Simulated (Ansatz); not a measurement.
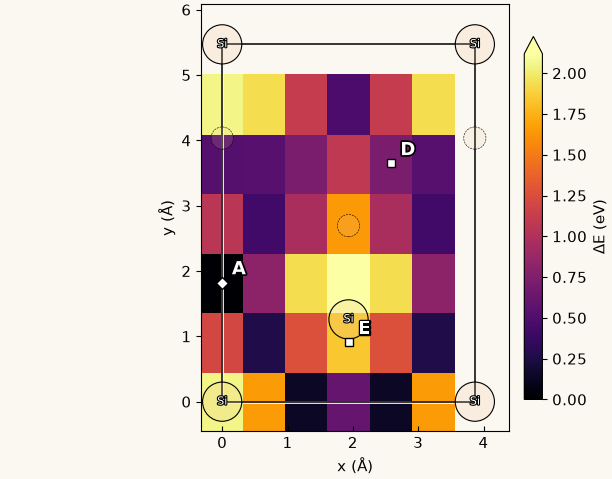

C on a Si(110) slab cut from the Fd-3m phase, its upper half relaxed before the scan (6 atoms of substrate and one adsorbate in a 1 × 1 cell). C is moved over the surface cell; relaxed at each place: the height of the adsorbate's atoms; substrate rigid; the origin of the map has the adsorbate above Si5. Places are given modulo a cell vector. The map is drawn in real space over the plane of the surface. The scan uses a 6 × 6 grid; 24 points were computed and 12 follow by symmetry. Energies are in eV, from the lowest grid point. At some places the adsorbate sinks to or below the level of the top layer. The magnetic moment jumps between some neighbouring points. With one adsorbate in each 1 × 1 cell, its nearest image is 3.9 Å away, so neighbouring adsorbates interact. These are results of DFT PBE, scalar-relativistic, plane waves, PAW in Ansatz, not measurements. Settings: cutoff 420 eV, k-mesh 7×5×1, gaussian smearing 0.05 eV, spin-polarised.

In the figure: one coloured cell a grid point, labelled circles for the atoms of the top layer and small ones for the second layer, the outline of one cell of the plane, one colour for all values above the top of the scale, lettered points.

Question: Rank the lettered points by energy, lowest first.

Answer: A (0.00 eV), D (0.71 eV), E (1.84 eV).

PAW datasets: the set soft_1.
